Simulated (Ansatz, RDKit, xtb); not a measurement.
# C5H8Si: ranking a sample of isomers, part 2 of 2

Which of a sample of isomers of C5H8Si is the most stable in the gas at 298.15 K, and what are its properties? The sample is small against all isomers, and the most stable one of this formula need not be in it.

xtb, Ansatz and PySCF; isolated molecules.

## Step 7: Harmonic analysis of the finalists

The lowest few in one piece go on as finalists. In this search the thermal terms come from GFN2-xTB at its own nearest minimum. The first, c784a:

start.xyz

```xyz
14
c784a
C      0.828559    -1.507900     0.348403
C      1.058625    -1.052579     1.749604
C      1.322647    -2.154014     2.526454
C      1.343075    -3.339179     1.685326
C      1.091770    -2.975306     0.385025
Si    -1.069538    -1.335013     0.058549
H     -1.793445    -2.103378     1.123441
H     -1.462961     0.118341     0.104571
H     -1.428546    -1.866650    -1.304397
H      1.318468    -0.925352    -0.460579
H      0.978505    -0.009780     2.084725
H      1.483281    -2.151211     3.613620
H      1.521356    -4.362460     2.044291
H      1.040962    -3.637304    -0.489801
```

On the command line:

```sh
$ xtb start.xyz --gfn 2 --ohess tight
```

The log of the run, shortened:

```text
* xtb version 6.7.1
[...]
          :  # basis functions                  38          :
[...]
          :  # electrons                        32          :
[...]
          :  Hamiltonian                  GFN2-xTB          :
[...]
          :  net charge                          0          :
          :  unpaired electrons                  0          :
[...]
   *** convergence criteria satisfied after 12 iterations ***
[...]
   *** GEOMETRY OPTIMIZATION CONVERGED AFTER 9 ITERATIONS ***
[...]
   *** convergence criteria satisfied after 3 iterations ***
[...]
         ::                     SUMMARY                     ::
         :::::::::::::::::::::::::::::::::::::::::::::::::::::
         :: total energy             -16.469947682756 Eh    ::
         :: gradient norm              0.000071653987 Eh/a0 ::
         :: HOMO-LUMO gap              3.755584497666 eV    ::
         ::.................................................::
         :: SCC energy               -16.751636922812 Eh    ::
         :: -> isotropic ES            0.015950371939 Eh    ::
         :: -> anisotropic ES          0.005238961555 Eh    ::
         :: -> anisotropic XC          0.010057581573 Eh    ::
         :: -> dispersion             -0.010593757566 Eh    ::
         :: repulsion energy           0.281689240056 Eh    ::
         :: add. restraining           0.000000000000 Eh    ::
         :: total charge              -0.000000000000 e     ::
         :::::::::::::::::::::::::::::::::::::::::::::::::::::
[...]
        16        2.0000           -0.3635506              -9.8927 (HOMO)
        17                         -0.2255354              -6.1371 (LUMO)
[...]
molecular dipole:
                 x           y           z       tot (Debye)
 q only:       -0.624       0.279      -0.409
   full:       -0.298       0.205      -0.296       1.187
molecular quadrupole (traceless):
[...]
          | TOTAL ENERGY              -16.469947682758 Eh   |
          | TOTAL ENTHALPY            -16.357428068715 Eh   |
          | TOTAL FREE ENERGY         -16.395384886495 Eh   |
          | GRADIENT NORM               0.000071624599 Eh/α |
[...]
```

It took 1.1 s on 2 threads of AMD EPYC (Zen 3), shared host.

## Step 8: Zero-point energy and free-energy terms

As xtb prints them, at 298.15 K, with its own treatment of low modes:

```
label           SMILES     spin  lowest mode (cm⁻¹)  zero-point (kcal/mol)  G − E (kcal/mol)
c784a  [SiH3]C1C=CC=C1  singlet                 110                   65.8              46.8
c630a  [SiH3]C1=CC=CC1  singlet                  52                   65.5              46.2
c552a  [SiH3]C1=CCC=C1  singlet                  61                   65.5              46.1
```

## Step 9: Energies at the top level

Each finalist gets a single point at CCSD(T)/def2-SVP + MP2/def2-TZVPP - MP2/def2-SVP.

c784a, CCSD(T)/def2-SVP:

input.yaml

```yaml
crystal:
  periodic: [false, false, false]
  atoms:
    - {symbol: C, position_ang: [0.828559, -1.507900, 0.348403]}
    - {symbol: C, position_ang: [1.058625, -1.052579, 1.749604]}
    - {symbol: C, position_ang: [1.322647, -2.154014, 2.526454]}
    - {symbol: C, position_ang: [1.343075, -3.339179, 1.685326]}
    - {symbol: C, position_ang: [1.091770, -2.975306, 0.385025]}
    - {symbol: Si, position_ang: [-1.069538, -1.335013, 0.058549]}
    - {symbol: H, position_ang: [-1.793445, -2.103378, 1.123441]}
    - {symbol: H, position_ang: [-1.462961, 0.118341, 0.104571]}
    - {symbol: H, position_ang: [-1.428546, -1.866650, -1.304397]}
    - {symbol: H, position_ang: [1.318468, -0.925352, -0.460579]}
    - {symbol: H, position_ang: [0.978505, -0.009780, 2.084725]}
    - {symbol: H, position_ang: [1.483281, -2.151211, 3.613620]}
    - {symbol: H, position_ang: [1.521356, -4.362460, 2.044291]}
    - {symbol: H, position_ang: [1.040962, -3.637304, -0.489801]}
basis:
  gaussian:
    orbitals: def2-SVP
correlation:
  method: ccsd_t
  frozen_orbitals: {H: 0, C: 1, Si: 5}
```

On the command line:

```sh
$ ansatz run input.yaml --threads 2 --pin off --max-ram 5220MiB --events-out events.jsonl --progress --plain --runs-dir runs
```

The log of the run, shortened:

```text
Warning: RAYON_NUM_THREADS=2 ignored (pool sized by the plan → 2); use --threads N
Functional definition: HF
  name "HF"
[...]
1310 factors; integrals over basis functions are off by at most 1.4e-3 eV
[...]
mean field -13133.71091617 eV, -482.6549738201 hartree, gradient 2.9e-6 eV, S^2 0.000000; 0 other end points of the search recorded, 0 dependent functions left out; unrestricted orbitals would lower it
10 core orbitals not correlated: weight in the atoms' cores, before any rotation towards them, 1.000 or more for the frozen orbitals, at most 0.000 for the correlated occupied ones
reference -13133.71091617 eV, -482.6549738201 hartree; 16, 16 occupied and 102, 102 virtual orbitals, 1310 factors
second order -20.99075104 eV of doubles, -0.00000000 eV of singles
cycle   1  -21.74599218 eV  change   -7.6e-1 eV  update   1.1e-1
[...]
cycle   9  -22.54690548 eV  change    1.7e-6 eV  update   2.1e-5
perturbative correction -0.92279209 eV, -0.0339119840 hartree
Total energy: -13157.18061374 eV, -483.5174692977 hartree
```

Run time: 50 s. Hardware: 2 threads of AMD EPYC (Zen 3), shared host; peak memory 0.81 GiB.

## Step 10: c784a at MP2/def2-TZVPP

input.yaml

```yaml
basis:
  gaussian: {orbitals: def2-TZVPP}
crystal:
  periodic: [false, false, false]
  atoms:
    - symbol: C
      position_ang: [0.828559, -1.507900, 0.348403]
    - symbol: C
      position_ang: [1.058625, -1.052579, 1.749604]
    - symbol: C
      position_ang: [1.322647, -2.154014, 2.526454]
    - symbol: C
      position_ang: [1.343075, -3.339179, 1.685326]
    - symbol: C
      position_ang: [1.091770, -2.975306, 0.385025]
    - symbol: Si
      position_ang: [-1.069538, -1.335013, 0.058549]
    - symbol: H
      position_ang: [-1.793445, -2.103378, 1.123441]
    - symbol: H
      position_ang: [-1.462961, 0.118341, 0.104571]
    - symbol: H
      position_ang: [-1.428546, -1.866650, -1.304397]
    - symbol: H
      position_ang: [1.318468, -0.925352, -0.460579]
    - symbol: H
      position_ang: [0.978505, -0.009780, 2.084725]
    - symbol: H
      position_ang: [1.483281, -2.151211, 3.613620]
    - symbol: H
      position_ang: [1.521356, -4.362460, 2.044291]
    - symbol: H
      position_ang: [1.040962, -3.637304, -0.489801]
correlation: {method: mp2, frozen_orbitals: {H: 0, C: 1, Si: 5}}
```

On the command line:

```sh
$ ansatz run input.yaml --threads 2 --pin off --max-ram 5220MiB --events-out events.jsonl --progress --plain --runs-dir runs
```

The log of the run:

```text
Warning: RAYON_NUM_THREADS=2 ignored (pool sized by the plan → 2); use --threads N
Functional definition: HF
  name "HF"
  exchange = exact_x
  correlation = 0
1819 factors; integrals over basis functions are off by at most 1.0e-3 eV
mean field evaluation 1: about -13137.0767 eV, gradient 3.9e1 eV
mean field evaluation 2: about -13137.4390 eV, gradient 3.9e1 eV
mean field evaluation 4: about -13142.0915 eV, gradient 5.0e0 eV
mean field evaluation 8: about -13142.1911 eV, gradient 2.7e-1 eV
mean field evaluation 16: about -13142.1919 eV, gradient 2.5e-6 eV
mean field -13142.19187300 eV, -482.9666432352 hartree, gradient 2.5e-6 eV, S^2 0.000000; 0 other end points of the search recorded, 0 dependent functions left out; unrestricted orbitals would lower it
10 core orbitals not correlated: weight in the atoms' cores, before any rotation towards them, 1.000 or more for the frozen orbitals, at most 0.000 for the correlated occupied ones
reference -13142.19187300 eV, -482.9666432352 hartree; 16, 16 occupied and 283, 283 virtual orbitals, 1819 factors
second order -25.53269179 eV of doubles, -0.00000000 eV of singles
Total energy: -13167.72456479 eV, -483.9049523518 hartree
```

It took 31 s on 2 threads of AMD EPYC (Zen 3), shared host; peak memory 0.98 GiB.

## Step 11: c630a at CCSD(T)/def2-SVP

input.yaml

```yaml
crystal:
  periodic: [false, false, false]
  atoms:
    - {symbol: C, position_ang: [0.062657, -1.910208, 0.856450]}
    - {symbol: C, position_ang: [0.213419, -2.716924, 1.957673]}
    - {symbol: C, position_ang: [1.632207, -2.888576, 2.273852]}
    - {symbol: C, position_ang: [2.375490, -2.188831, 1.370077]}
    - {symbol: C, position_ang: [1.450205, -1.512748, 0.399949]}
    - {symbol: Si, position_ang: [-1.553968, -1.402677, 0.074101]}
    - {symbol: H, position_ang: [-1.725806, 0.096029, 0.077905]}
    - {symbol: H, position_ang: [-2.688969, -2.023836, 0.841691]}
    - {symbol: H, position_ang: [-1.637624, -1.847488, -1.364935]}
    - {symbol: H, position_ang: [-0.607625, -3.175053, 2.529609]}
    - {symbol: H, position_ang: [2.019915, -3.488686, 3.109358]}
    - {symbol: H, position_ang: [3.471068, -2.114794, 1.334494]}
    - {symbol: H, position_ang: [1.585684, -0.406044, 0.398123]}
    - {symbol: H, position_ang: [1.647363, -1.827675, -0.651296]}
basis:
  gaussian:
    orbitals: def2-SVP
magnetization:
  spin_polarized: false
  initial_magnetization: 0
correlation:
  method: ccsd_t
  frozen_orbitals: {H: 0, C: 1, Si: 5}
```

On the command line:

```sh
$ ansatz run input.yaml --threads 2 --pin off --max-ram 5220MiB --events-out events.jsonl --progress --plain --runs-dir runs
```

The log of the run, shortened:

```text
Warning: RAYON_NUM_THREADS=2 ignored (pool sized by the plan → 2); use --threads N
Functional definition: HF
  name "HF"
[...]
1312 factors; integrals over basis functions are off by at most 1.3e-3 eV
[...]
mean field -13133.78943150 eV, -482.6578592055 hartree, gradient 1.4e-6 eV, S^2 0.000000; 0 other end points of the search recorded, 0 dependent functions left out; unrestricted orbitals would lower it
10 core orbitals not correlated: weight in the atoms' cores, before any rotation towards them, 1.000 or more for the frozen orbitals, at most 0.000 for the correlated occupied ones
reference -13133.78943150 eV, -482.6578592055 hartree; 16, 16 occupied and 102, 102 virtual orbitals, 1312 factors
second order -20.81283170 eV of doubles, -0.00000000 eV of singles
cycle   1  -21.65018289 eV  change   -8.4e-1 eV  update   1.1e-1
[...]
cycle   9  -22.46120700 eV  change    1.0e-5 eV  update   3.5e-5
perturbative correction -0.90623888 eV, -0.0333036646 hartree
Total energy: -13157.15687738 eV, -483.5165970026 hartree
```

Wall time 48 s (2 threads of AMD EPYC (Zen 3), shared host); peak memory 0.82 GiB.

For c784a, c630a, c552a the log finds that unrestricted Hartree-Fock orbitals lie lower, a sign to watch the closed-shell reference there.

## Step 12: Free energies and the winner

Energies in kcal/mol from c784a; G adds the thermal terms to the CCSD(T)/def2-SVP + MP2/def2-TZVPP - MP2/def2-SVP energy. The columns left of the relaxed level are at the tight-binding geometries.

```
label           SMILES     spin  GFN2-xTB  HF/STO-3G  r2SCAN-D4/def2-SVP  PBE-D3(BJ)/def2-SVP  HF/def2-SVP  MP2/def2-SVP  CCSD(T)/def2-SVP + MP2/def2-TZVPP - MP2/def2-SVP    G  share at equilibrium     T1
c784a  [SiH3]C1C=CC=C1  singlet       0.0        0.0                 0.0                  0.0          0.0           0.0                                               0.0  0.0                78.3 %  0.011
c630a  [SiH3]C1=CC=CC1  singlet       1.5       -3.0                 1.4                  1.6         -1.8           2.3                                               1.5  0.9                17.8 %  0.011
c552a  [SiH3]C1=CCC=C1  singlet       2.8       -3.0                 3.0                  3.0         -0.9           3.4                                               2.5  1.8                 3.9 %  0.011
```

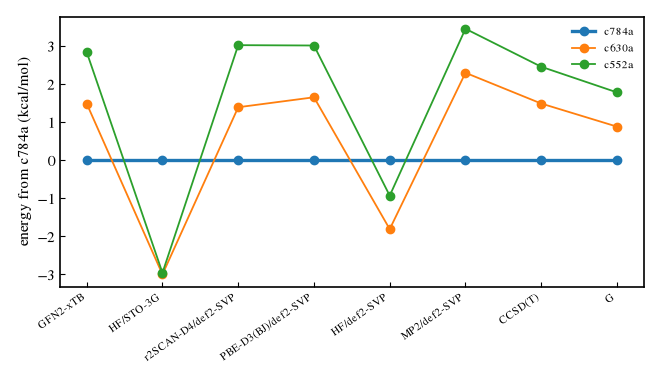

The finalists at each level, measured from c784a.

Lowest found: c784a, `[SiH3]C1C=CC=C1`, a singlet. Bond lengths: C1–C2 1.491 Å, C2–C3 1.373 Å, C3–C4 1.453 Å, C1–C5 1.491 Å, C4–C5 1.373 Å, C1–Si6 1.928 Å, Si6–H7 1.499 Å, Si6–H8 1.506 Å, Si6–H9 1.506 Å, C1–H10 1.111 Å, C2–H11 1.098 Å, C3–H12 1.099 Å, C4–H13 1.099 Å, C5–H14 1.098 Å. Some angles: C1–C2–C3 108.4°, C2–C1–C5 104.5°, C2–C1–Si6 105.4°, C5–C1–Si6 105.4°, C2–C3–C4 109.2°, C3–C4–C5 109.2°, C1–C5–C4 108.4°, C1–C2–H11 124.4°, C3–C2–H11 127.1°, C2–C1–H10 117.1°.

```xyz
14

C     0.8286   -1.5079    0.3484
C     1.0586   -1.0526    1.7496
C     1.3226   -2.1540    2.5265
C     1.3431   -3.3392    1.6853
C     1.0918   -2.9753    0.3850
Si   -1.0695   -1.3350    0.0585
H    -1.7934   -2.1034    1.1234
H    -1.4630    0.1183    0.1046
H    -1.4285   -1.8666   -1.3044
H     1.3185   -0.9254   -0.4606
H     0.9785   -0.0098    2.0847
H     1.4833   -2.1512    3.6136
H     1.5214   -4.3625    2.0443
H     1.0410   -3.6373   -0.4898
```

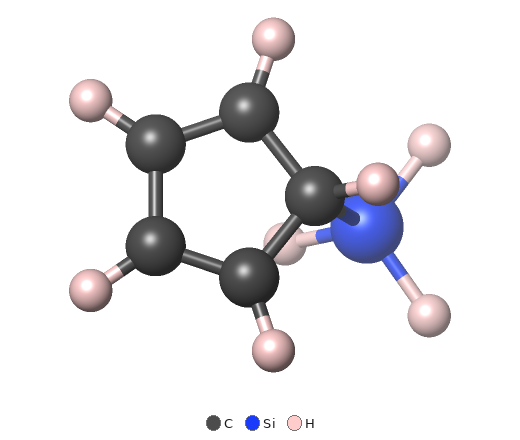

The lowest structure found, seen from a chosen angle (carbon dark grey, silicon blue, hydrogen pink).

## Step 13: Results

What follows sums up all 2 parts.

| quantity | value |
| --- | --- |
| lowest structure found | [SiH3]C1C=CC=C1, singlet |
| next finalist | [SiH3]C1=CC=CC1, singlet, 0.9 kcal/mol higher in G |
| share at equilibrium, among the finalists | 78.3 % |
| funnel | 3 starts, 3 minima at GFN2-xTB, 6 screening runs, 3 relaxed, 3 ranked |
| CPU time of all runs | 13 min |

The lowest structure found is `[SiH3]C1C=CC=C1`. Its margin of 0.9 kcal/mol is inside the likely error of CCSD(T)/def2-SVP + MP2/def2-TZVPP - MP2/def2-SVP with harmonic terms (about 1.5 kcal/mol), so the order of the first two is not settled. GFN2-xTB, r2SCAN-D4/def2-SVP, PBE-D3(BJ)/def2-SVP and MP2/def2-SVP already put its bonding pattern lowest among the structures in one piece; HF/STO-3G and HF/def2-SVP favour the singlet [SiH3]C1=CC=CC1. The largest share of the time went into the final energies (56 %). Lowest found is not proven lowest: the search is finite, and each finalist counts with one conformer. Only 3 drawn patterns were tried, so whole families of isomers are missing, and the result ranks this sample alone.
